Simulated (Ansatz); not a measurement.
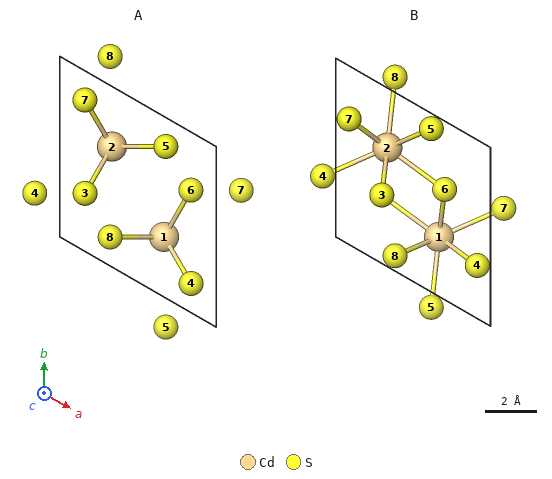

Two geometries of crystalline CdS$_{3}$ (a generated structure, set up in P6_3/m) (coarse preliminary run), drawn at one scale. One is the start of a relaxation, the other its converged end. Style: ball-and-stick. Shown: the cell of the calculation, along the c axis.

Level of theory: DFT PBE, scalar-relativistic, plane waves, PAW (Ansatz 0.2.0). (plane-wave cutoff 420 eV; k-point mesh 3 × 3 × 4; occupations gaussian; smearing width 0.1 eV; no spin polarisation; cell and atoms relaxed; force threshold 0.04 eV/Å; at most 70 steps)

### Which of the two is the end point?

Structure A is the relaxed one. After 9 accepted moves (10 points after the start) the energy has fallen by 2.138 eV per cell of the calculation. The largest force component goes from 0.86 to 0.0088 eV/Å. The pressure goes from 0.02 to −0.04 GPa. At 1 point the geometry stayed and the basis and grid were re-selected for the new cell (energy shift of 1.7 meV per cell of the calculation at most each time). The largest moves relative to the cell, 0.84 Å, are those of S3, S4, S5, S6, S7 and S8. S8 goes along [−1 1 0]. Cd stays in place. Cell: a = b 7.051 → 7.125 Å (+1.1 %), c 3.929 → 3.544 Å (−9.8 %). Volume −7.9 %. Among the contacts that change: Cd1–S3 2.797 → 3.558 Å, S3–S4 3.143 → 2.662 Å, Cd1–S4 2.723 → 2.768 Å. Bond angles that change, for instance: S4–Cd1–S4 92.3° → 79.6°, Cd1–S4–Cd1 92.3° → 79.6°, S4–Cd1–S6 73.7° → 83.4°. The space group (tolerance 0.01 Å) goes from P6_3/m (No. 176) to P6_3/mmc (No. 194). Cost: 110 s on 1 thread of Arm Neoverse N1 (shared host), peak memory 0.41 GiB.

Limits of the set-up: the k-point mesh is coarse for a cell with partly filled bands.
